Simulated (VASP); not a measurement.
**Mg$_{12}$O: single-point calculation (part 2 of 2)**

Mg$_{12}$O (defect cell, 13 atoms in the cell); Kohn-Sham DFT of a periodic cell, PBE, VASP PAW PBE potentials, recommended, no spin polarisation (VASP 6.6.1); cutoff 520 eV, 3×2×3 k-mesh, fermi-dirac of 0.15 eV. It belongs to a series of runs on one base structure; here: start relaxed.

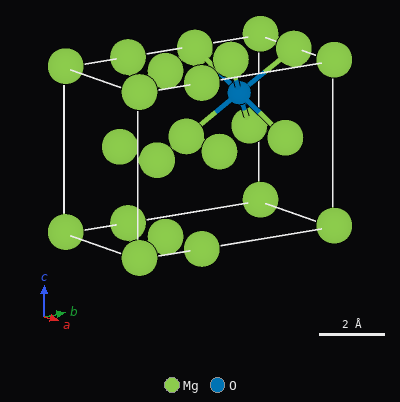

Figure 1. The structure as given in the input (ball-and-stick view of the cell of the calculation, seen slightly off an axis).

Parts of OUTCAR, continued
```
 Free energy of the ion-electron system (eV)
  ---------------------------------------------------
  ext. energy  EPLUGINS =         0.00000000
  ---------------------------------------------------
  free energy    TOTEN  =       -26.97518041 eV

  energy without entropy =      -26.54949560  energy(sigma->0) =      -26.76233800

 E-fermi :   2.8085     XC(G=0):  -8.5888     alpha+bet : -7.6194

 val. band max:        2.7372316697   @ k =   0.3333   0.0000   0.0000
 cond. band min:       2.8142604403   @ k =   0.3333   0.5000   0.0000
 fundamental gap:      0.0770287706
 Fermi energy:         2.8085309263

 k-point     1 :       0.0000    0.0000    0.0000
  band No.  band energies     occupation
      1     -16.4206      2.00000
      2      -3.8177      2.00000
      3      -3.2128      2.00000
      4      -2.9731      2.00000
      5      -2.6763      2.00000
      6      -1.5722      2.00000
      7      -1.1043      2.00000
      8      -0.1024      2.00000
      9       0.1412      2.00000
     10       0.8108      2.00000
     11       1.3874      1.99985
     12       1.5470      1.99955
     13       1.9577      1.99314
     14       2.7217      1.28172
     15       3.0235      0.38527
     16       3.3322      0.05914
     17       3.4207      0.03321
     18       3.7250      0.00443
     19       3.9612      0.00092
     20       4.5799      0.00001
     21       4.7948      0.00000
     22       4.8983      0.00000
     23       5.2216      0.00000
     24       5.3274      0.00000
     25       5.4362      0.00000
     26       5.9977      0.00000
     27       6.0436      0.00000

 k-point     2 :       0.3333    0.0000    0.0000
  band No.  band energies     occupation
      1     -16.4203      2.00000
      2      -3.6165      2.00000
      3      -3.2821      2.00000
      4      -2.7365      2.00000
      5      -2.6641      2.00000
      6      -1.9537      2.00000
      7      -1.4641      2.00000
      8      -0.9297      2.00000
      9       0.1193      2.00000
     10       1.7652      1.99810
     11       2.3035      1.93331
     12       2.3288      1.92153
     13       2.4011      1.87595
     14       2.5196      1.74573
     15       2.7372      1.23329
     16       3.0876      0.26936
     17       3.1706      0.16428
     18       3.3902      0.04054
     19       3.5664      0.01270
     20       4.0145      0.00064
     21       4.1412      0.00028
     22       4.7411      0.00001
     23       5.0418      0.00000
     24       5.4313      0.00000
     25       5.6965      0.00000
     26       6.4287      0.00000
     27       6.8722      0.00000

 k-point     3 :       0.0000    0.5000    0.0000
  band No.  band energies     occupation
      1     -16.4205      2.00000
      2      -3.7941      2.00000
      3      -3.0425      2.00000
      4      -2.9730      2.00000
      5      -2.6743      2.00000
      6      -2.4429      2.00000
      7      -0.1410      2.00000
      8       0.0979      2.00000
      9       0.6871      2.00000
     10       0.9745      1.99999
     11       1.0667      1.99998
     12       1.4278      1.99980
     13       1.8830      1.99583
     14       2.0793      1.98464
     15       2.2008      1.96581
     16       2.8662      0.81007
     17       3.1778      0.15712
     18       3.2138      0.12576
     19       4.8042      0.00000
     20       4.9518      0.00000
     21       5.1431      0.00000
     22       5.2303      0.00000
     23       5.7382      0.00000
     24       5.8249      0.00000
     25       5.9477      0.00000
     26       6.0501      0.00000
     27       6.0706      0.00000

 k-point     4 :       0.3333    0.5000    0.0000
  band No.  band energies     occupation
      1     -16.4202      2.00000
      2      -3.6294      2.00000
      3      -3.2845      2.00000
      4      -2.7178      2.00000
      5      -2.6644      2.00000
      6      -1.9055      2.00000
      7      -1.7094      2.00000
      8      -0.2328      2.00000
      9       0.2790      2.00000
     10       0.4229      2.00000
     11       1.8654      1.99629
     12       2.3170      1.92727
     13       2.6227      1.55074
     14       2.7096      1.31841
     15       2.8143      0.98090
     16       3.0124      0.40866
     17       3.0892      0.26683
     18       3.7364      0.00411
     19       3.8335      0.00215
     20       4.7301      0.00001
     21       4.7723      0.00000
     22       4.8877      0.00000
     23       5.1507      0.00000
     24       5.4832      0.00000
     25       5.7057      0.00000
     26       6.1337      0.00000
     27       6.4881      0.00000

 k-point     5 :       0.0000    0.0000    0.3333
  band No.  band energies     occupation
      1     -16.4172      2.00000
      2      -3.5567      2.00000
      3      -3.0346      2.00000
      4      -2.8886      2.00000
      5      -2.7360      2.00000
      6      -1.1587      2.00000
      7      -0.8269      2.00000
      8      -0.7895      2.00000
      9       0.5144      2.00000
     10       0.5936      2.00000
     11       0.8038      2.00000
     12       0.9719      1.99999
     13       1.5610      1.99951
     14       1.7758      1.99796
     15       2.2919      1.93810
     16       2.4131      1.86627
     17       3.3761      0.04446
     18       3.4804      0.02243
     19       3.9866      0.00078
     20       4.0999      0.00036
     21       4.9066      0.00000
     22       5.0502      0.00000
     23       5.5238      0.00000
     24       5.6530      0.00000
     25       5.9785      0.00000
     26       6.5528      0.00000
     27       6.6894      0.00000

 [... the levels of 4 k-points are left out ...]

 k-point    10 :      -0.3333    0.5000    0.3333
  band No.  band energies     occupation
      1     -16.4169      2.00000
      2      -3.3481      2.00000
      3      -3.1445      2.00000
      4      -3.0550      2.00000
      5      -2.2559      2.00000
      6      -1.4207      2.00000
      7      -1.1090      2.00000
      8      -0.7504      2.00000
      9       0.0798      2.00000
     10       0.3780      2.00000
     11       0.5406      2.00000
     12       0.8268      2.00000
     13       1.2031      1.99996
     14       2.0890      1.98362
     15       2.1409      1.97693
     16       3.0289      0.37412
     17       3.5639      0.01292
     18       3.8265      0.00226
     19       4.0027      0.00070
     20       5.0626      0.00000
     21       5.2153      0.00000
     22       5.9583      0.00000
     23       6.0272      0.00000
     24       6.4250      0.00000
     25       6.5371      0.00000
     26       6.6663      0.00000
     27       6.8813      0.00000

------------------------ aborting loop because EDIFF is reached ----------------------------------------

  FORCE on cell =-STRESS in cart. coord.  units (eV):
  Direction    XX          YY          ZZ          XY          YZ          ZX
  --------------------------------------------------------------------------------------
  -------------------------------------------------------------------------------------
  Total       -2.7255148     -2.5046099      0.5450755     -0.0632736     -0.1114793     -0.1014303
  in kB      -15.6450196    -14.3769792      3.1288460     -0.3632036     -0.6399144     -0.5822311
  external PRESSURE =      -8.9643843 kB  Pullay stress =       0.0000000 kB

 VOLUME and BASIS-vectors are now :
 -----------------------------------------------------------------------------
  energy-cutoff  :      520.00
  volume of cell :      279.11
      direct lattice vectors                 reciprocal lattice vectors
     6.420000000  0.000000000  0.000000000     0.155763240  0.089929945  0.000000000
    -4.815000000  8.339825000  0.000000000     0.000000000  0.119906593  0.000000000
     0.000000000  0.000000000  5.213040000     0.000000000  0.000000000  0.191826650

 POSITION                                       TOTAL-FORCE (eV/Angst)
 -----------------------------------------------------------------------------------
      0.01303      0.05146      0.04645        -0.000214     -0.003232     -0.006915
      0.01958      1.85177      2.63847        -0.000764     -0.005029      0.006971
      4.83334      2.74237      5.21019         0.000353      0.006484     -0.005965
     -1.59859      4.69158      2.61956         0.000344     -0.026855      0.013483
     -3.16745      5.57628      5.17011        -0.015373     -0.019355     -0.010869
     -3.16429      7.38958      2.62832        -0.006679      0.005615      0.021708
     -1.61423      8.28183      5.20377        -0.003224     -0.011314     -0.042104
      3.19273      1.88326      2.61954        -0.001378     -0.002018      0.004100
      1.58378      2.77889      5.18074         0.001279      0.003091     -0.007139
      1.58719      4.57476      2.55370         0.002268      0.006367      0.008205
     -0.04711      5.58269      5.18831         0.006649     -0.014406     -0.020848
     -0.04086      7.39684      2.64517        -0.010541     -0.000274      0.031002
     -1.61684      6.46049      3.90541         0.027280      0.060926      0.008371
 -----------------------------------------------------------------------------------
    total drift:                               -0.000018     -0.000015      0.000089

  FREE ENERGIE OF THE ION-ELECTRON SYSTEM (eV)
  ---------------------------------------------------
  free  energy   TOTEN  =       -26.9751804075 eV

  energy  without entropy=      -26.5494956002  energy(sigma->0) =      -26.76233800
```

CONTCAR
```
Mg12O
   1.00000000000000
     6.4199999999999999    0.0000000000000000    0.0000000000000000
    -4.8150000000000004    8.3398249999999994    0.0000000000000000
     0.0000000000000000    0.0000000000000000    5.2130400000000003
  Mg              O
    12     1
Direct
     0.0066569852999976    0.0061700043000030    0.0089097700000025
     0.1695786151000007    0.2220391828999979    0.5061292601000034
     0.9994788934999974    0.3288288095000027    0.9994531510999991
     0.1729119588000003    0.5625515652999979    0.5025015595999989
     0.0081024437999986    0.6686329467000007    0.9917639553000015
     0.1716643649999980    0.8860597773999999    0.5041819687999975
     0.4933463531000015    0.9930459126000031    0.9982218496000002
     0.6666712736999969    0.2258158858000030    0.5024972004000006
     0.4965999193000030    0.3332074687999977    0.9938036181999976
     0.6586326457999974    0.5485433792999999    0.4898675207000025
     0.4947122961999995    0.6694009047999998    0.9952553834000000
     0.6588331543999999    0.8869303872000032    0.5074131650000027
     0.3291465960000011    0.7746550755000001    0.7491608977000013

  0.00000000E+00  0.00000000E+00  0.00000000E+00
  0.00000000E+00  0.00000000E+00  0.00000000E+00
  0.00000000E+00  0.00000000E+00  0.00000000E+00
  0.00000000E+00  0.00000000E+00  0.00000000E+00
  0.00000000E+00  0.00000000E+00  0.00000000E+00
  0.00000000E+00  0.00000000E+00  0.00000000E+00
  0.00000000E+00  0.00000000E+00  0.00000000E+00
  0.00000000E+00  0.00000000E+00  0.00000000E+00
  0.00000000E+00  0.00000000E+00  0.00000000E+00
  0.00000000E+00  0.00000000E+00  0.00000000E+00
  0.00000000E+00  0.00000000E+00  0.00000000E+00
  0.00000000E+00  0.00000000E+00  0.00000000E+00
  0.00000000E+00  0.00000000E+00  0.00000000E+00
```

This output came from the following input.

INCAR
```
SYSTEM = Mg12O
PREC = Accurate ; ENCUT = 520
EDIFF = 1E-6 ; ISMEAR = -1
SIGMA = 0.15 ; LREAL = .FALSE.
LASPH = .TRUE. ; NELM = 100
ALGO = Normal ; ISIF = 2
LWAVE = .FALSE. ; LCHARG = .FALSE.
GGA = PE ; NBANDS = 27
```

KPOINTS
```
regular mesh
0
G
  3 2 3
  0 0 0
```

POSCAR
```
Mg12O
1.0
    6.4200000000      0.0000000000      0.0000000000
   -4.8150000000      8.3398250000      0.0000000000
    0.0000000000      0.0000000000      5.2130400000
Mg O
12 1
Direct
    0.0066569853      0.0061700043      0.0089097700
    0.1695786151      0.2220391829      0.5061292601
   -0.0005211065      0.3288288095     -0.0005468489
    0.1729119588      0.5625515653      0.5025015596
    0.0081024438      0.6686329467     -0.0082360447
    0.1716643650      0.8860597774      0.5041819688
    0.4933463531     -0.0069540874     -0.0017781504
    0.6666712737      0.2258158858      0.5024972004
    0.4965999193      0.3332074688     -0.0061963818
    0.6586326458      0.5485433793      0.4898675207
    0.4947122962      0.6694009048     -0.0047446166
    0.6588331544      0.8869303872      0.5074131650
    0.3291465960      0.7746550755      0.7491608977
```

Command:
```bash
cat potpaw_PBE.64/Mg/POTCAR potpaw_PBE.64/O/POTCAR > POTCAR
mpirun -np 1 vasp_std > vasp.out
```

Key numbers

| quantity | value |
| --- | --- |
| outcome | converged |
| electrons treated | 30 |
| free energy | −26.9752 eV |
| Fermi energy | 2.809 eV |
| gap on the k-point mesh | none (metallic) |
| pressure | −0.90 GPa |
| largest force (length of the vector) | 0.067 eV/Å |
| hardware | 1 thread of Intel Xeon (Granite Rapids), 64 GiB of memory available, shared host |
| wall time | 45 s |
| peak memory | 0.36 GiB |
